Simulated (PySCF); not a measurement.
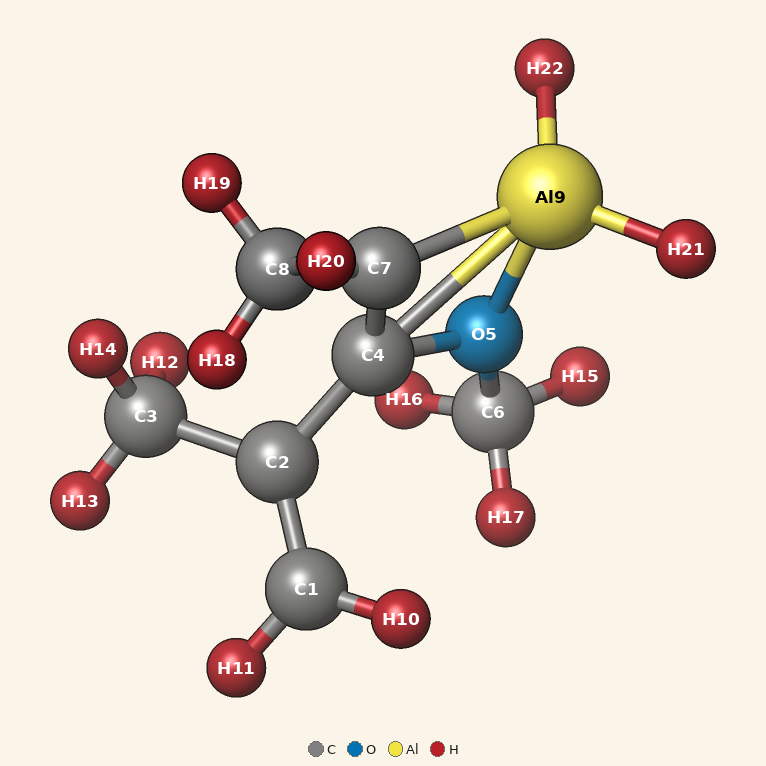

The geometry was computed by an optimisation with GFN2-xTB. No frequency run is at hand to confirm it as a minimum. Electric field gradients from the ground-state density, PBE0/pcSseg-1 (PySCF 2.14.0), non-relativistic apart from any core potentials.

Give the largest field-gradient component, the quadrupole coupling constant and the asymmetry for 17O at O5 (Q = −25.6 mb), 27Al at Al9 (Q = 146.6 mb), 2H at H10 (Q = 2.86 mb), 2H at H11 (Q = 2.86 mb), 2H at H12 (Q = 2.86 mb), 2H at H13 (Q = 2.86 mb).

```csv
atom,V_zz (a.u.),e²qQ/h (MHz),η
O5,−1.967,11.83,0.77
Al9,0.950,32.7,0.45
H10,0.333,0.224,0.05
H11,0.336,0.225,0.05
H12,0.310,0.208,0.03
H13,0.314,0.211,0.03
```

The geometry is semi-empirical. Around Al such bond lengths and angles can be off by a tenth of an ångström or more and by several degrees, and values that hang on the shape move with them.
